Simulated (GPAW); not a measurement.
# A GW chain in GPAW: CsPbCl3 (Pm-3m), part 2 of 2

Aim: the G0W0 gap of CsPbCl3 (Pm-3m) on PBE, step by step.

GPAW 26.7.0; PBE and many-body steps on it, plane waves. Known limits of the many-body steps: not at the basis limit; no spin-orbit coupling.

So far. Step 3 (Bands along the symmetry lines): The gap is 1.868 eV, as in the run before at this level. Step 4 (Empty states on the mesh, 4×4×4 mesh, 296 bands): On this mesh the gap is 1.868 eV.

## (5) Screening and self-energy, 4×4×4 mesh, 286 bands, screening to 80 eV

G0W0 replaces the xc potential by the self-energy, built once from these orbitals. Only a window of levels is corrected, while the sums run over the empty bands that the input names.

This step: G0W0 on PBE, plane waves, PAW.

Input file run.py:

```python
import json
import numpy as np
from gpaw.mpi import world
from gpaw.response.g0w0 import G0W0

gw = G0W0('full.gpw',
    filename='gw',
    kpts=[0, 9],
    bands=(20, 24),
    ecut=80,
    nbands=286,
    integrate_gamma='WS',
    ppa=True)
gw.calculate()
res = {mode: {k: v for k, v in r.items() if k != 'sigma_eskwn'}
       for mode, r in gw.all_results.items()}

if world.rank == 0:
    with open('result.json', 'w') as f:
        json.dump(res, f, default=lambda x: x.tolist())
```

Started as:

```sh
$ mpirun -n 4 gpaw python run.py
```

Numbers of over 12 decimals in the logs are rounded to 6 here.

What it wrote:

```text
Using integrator: PointIntegrator
FrequencyGridDescriptor(from 0.000+0.000j to 0.000+27.211j eV, 2 points)
Nonperiodic BCs:  [False False False]
Using integrator: PointIntegrator
FrequencyGridDescriptor(from 0.000+0.000j to 0.000+27.211j eV, 2 points)
Nonperiodic BCs:  [False False False]
  ___  _ _ _
 |   || | | |
 | | || | | |
 |__ ||_____|
 |___|

BZ k-points: Symmetries present (total): 48

  [... matrices ...]
64 k-points: 4 x 4 x 4 Monkhorst-Pack grid + [1/8,1/8,1/8]
10 k-points in the irreducible part of the Brillouin zone
       k-points in crystal coordinates                weights
   0:     0.00000000    0.00000000    0.00000000          1/64
   1:     0.25000000    0.00000000    0.00000000          6/64
   2:     0.25000000    0.25000000    0.00000000         12/64
   3:     0.25000000    0.25000000    0.25000000          8/64
   4:     0.50000000    0.00000000    0.00000000          3/64
   5:     0.50000000    0.25000000    0.00000000         12/64
   6:     0.50000000    0.25000000    0.25000000         12/64
   7:     0.50000000    0.50000000    0.00000000          3/64
   8:     0.50000000    0.50000000    0.25000000          6/64
   9:     0.50000000    0.50000000    0.50000000          1/64

Distributing spins, k-points and bands (1 x 2 x 4) over 4 processes
Number of blocks: 1

Quasi particle states:
k-points (IBZ indices): [0, 9]
Band range: (20, 24)
  [... matrices ...]
Computational parameters:
Plane wave cut-off: 80 eV
Number of bands: 286
Coulomb cutoff: None
Broadening: 0.1 eV

fxc modes: GW
Kernel: RPA
Using Godby-Needs plasmon-pole approximation:
  Fitting energy: i*E0, E0 = 1.000 Hartree
Summing all q:

Calculating screened Coulomb potential
No Coulomb truncation
FrequencyGridDescriptor(from 0.000+0.000j to 0.000+27.211j eV, 2 points)
Removing empty qpoint cache files...

Calculating chi0 body with:
    Ground state adapter containing:
    Number of spins: 1
    Number of kpoints: 64
    Number of irreducible kpoints: 10
    Number of completely occupied states: 22
    Number of partially occupied states: 22
    Occupied states memory: 7.369140625 M / cpu

    Linear response parametrization:
    q_c: [0.0, 0.0, 0.0]
    Number of frequency points: 2
    Planewave cutoff: 80.0
    Number of bands: 286
    Number of planewaves: 257
    Broadening (eta): 1e-06
    comm.size: 4
    kncomm.size: 4
    blockcomm.size: 1

    Memory estimate of potentially large arrays:
        chi0_wGG: 2.015656 M / cpu
Integrating chi0 body.

Symmetries of q_c:
    Direct symmetries (Uq -> q): 48
    Indirect symmetries (TUq -> q): 0
In total 48 allowed symmetries.

  [... matrices ...]
10 groups of equivalent kpoints. 84.375% reduction.

Integral kind: response function
Integrating chi0 head and wings.

Symmetries of q_c:
    Direct symmetries (Uq -> q): 48
    Indirect symmetries (TUq -> q): 0
In total 48 allowed symmetries.

  [... matrices ...]
10 groups of equivalent kpoints. 84.375% reduction.

Integral kind: response function wings

Calculating chi0 body with:
    Ground state adapter containing:
    Number of spins: 1
    Number of kpoints: 64
    Number of irreducible kpoints: 10
    Number of completely occupied states: 22
    Number of partially occupied states: 22
    Occupied states memory: 7.369140625 M / cpu

    Linear response parametrization:
[... the further q-points ...]

Results:
f:      Occupation numbers
eps:     KS-eigenvalues [eV]
vxc:     KS vxc [eV]
exx:     Exact exchange [eV]
sigma:   Self-energies [eV]
dsigma:  Self-energy derivatives
Z:       Renormalization factors
qp:      QP-energies [eV]

k-point 0 (0): (0.000, 0.000, 0.000)                GW
band       f     eps     vxc     exx   sigma  dsigma       Z      qp
                                                                   GW
  20   1.000   0.512 -16.244 -20.617   2.882  -0.275   0.784  -0.658
  21   1.000   0.512 -16.244 -20.617   2.882  -0.275   0.784  -0.658
  22   0.000   6.400  -7.392  -3.753  -3.210  -0.166   0.858   6.768
  23   0.000   7.332  -7.264  -3.491  -3.127  -0.163   0.860   7.887

k-point 1 (9): (0.500, 0.500, 0.500)                GW
band       f     eps     vxc     exx   sigma  dsigma       Z      qp
                                                                   GW
  20   1.000   0.834 -16.525 -20.882   2.877  -0.274   0.785  -0.328
  21   1.000   3.094 -18.661 -20.206   1.090  -0.237   0.809   2.727
  22   0.000   4.962 -11.691  -7.935  -3.024  -0.201   0.832   5.571
  23   0.000   4.962 -11.691  -7.935  -3.024  -0.201   0.832   5.571
```

It took 2.9 min on 4 MPI ranks of Intel Xeon 6975P-C (Granite Rapids), shared host; peak memory 2 GiB; 12 min of CPU time.

This step gave:

```
G0W0 gap on the points computed              : 2.844 eV
least direct G0W0 gap on the computed points : 2.844 eV
Z at the valence top                         : 0.8086
Z at the conduction bottom                   : 0.8325
starting gap on the mesh                     : 1.868 eV
k of the valence top                         : 0.5, 0.5, 0.5
k of the conduction bottom                   : 0.5, 0.5, 0.5
```

The gap on the mesh goes from 1.87 eV to 2.84 eV, a correction of +0.98 eV.

Limits: finite bands, cutoff and mesh; no spin-orbit coupling. v1 is the top filled band, c1 the lowest empty one. The levels before and after the correction (eV, zero at the valence-band top of each column):

|  | conduction bottom | valence top |
| --- | --- | --- |
| Kohn-Sham | 1.87 | 0.00 |
| G0W0 | 2.84 | 0.00 |

|  | level | energy (eV) |
| --- | --- | --- |
| Kohn-Sham | (0.5 0.5 0.5) v2 | -2.261 |
| Kohn-Sham | (0.5 0.5 0.5) v1 | 0.000 |
| Kohn-Sham | (0.5 0.5 0.5) c1-c2 | 1.868 |
| G0W0 | (0.5 0.5 0.5) v2 | -3.054 |
| G0W0 | (0.5 0.5 0.5) v1 | 0.000 |
| G0W0 | (0.5 0.5 0.5) c1-c2 | 2.844 |

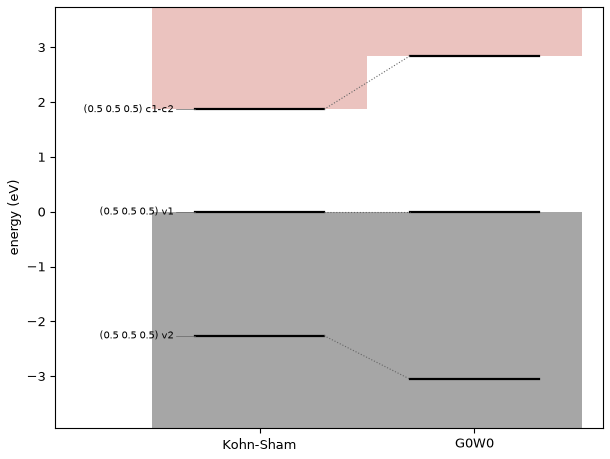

Levels before and after the correction. Shaded: valence and conduction bands.

## (6) Where the time went

Times are wall times on 4 MPI ranks of Intel Xeon 6975P-C (Granite Rapids), shared host, good to a factor of about two.

| step | time | share | memory (GiB) |
| --- | --- | --- | --- |
| ground state | 7.3 s | 3 % | 0.72 |
| bands along the symmetry lines | 18 s | 6 % | 0.95 |
| empty states on the mesh | 85 s | 30 % | 5.3 |
| screening and self-energy | 2.9 min | 61 % | 2.0 |

## (7) What came out

* PBE gap: 1.87 eV, direct
* G0W0 gap on the mesh: 2.84 eV
* GW settings: 4×4×4 mesh, 286 bands, screening to 80 eV, Godby-Needs plasmon pole
* known limits: not at the basis limit; no spin-orbit coupling

G0W0 moves the gap on the mesh from 1.87 eV to 2.84 eV (+0.98 eV), with Z of 0.81 and 0.83 at the edges. Only 2 of the mesh's irreducible points were corrected, so a valley elsewhere could overtake. The dearest step here is «screening and self-energy». Bands and cutoff are finite, so the gap is not at the basis limit. The miss can reach some tenths of an eV and take either sign; the mesh is an error of its own. These stock PAW sets were not made for GW. In the G0W0 run levels were corrected at 2 k points alone, so a gap called «on the mesh» is the least over those, and an edge elsewhere would be missed. Where an edge is built on 6p states of lead, bismuth or thallium, scalar-relativistic gaps usually stand too wide, by a few tenths to over one eV. This is the ideal cubic cell; many perovskites, halides above all, are cubic only on average, and local tilts or off-centring can widen the gap. The many-body steps are scalar-relativistic: spin-orbit coupling is not in them.

[Paths, hosts, dates, memory and timing lines, banners, echoed tables and standing remarks are left out of the program output.]

[Logs are printed without paths, hosts, clocks, repeated set-up lines and the standing remarks that a program may print on its own settings, such as how far it seeks lower states.]

[Runs of the session that timed out or met a known fault of the program may be left out.]

[Hosts, paths, dates, database ids (printed as entryN), source tags and the programs' standing remarks are cut or masked in the printed files.]
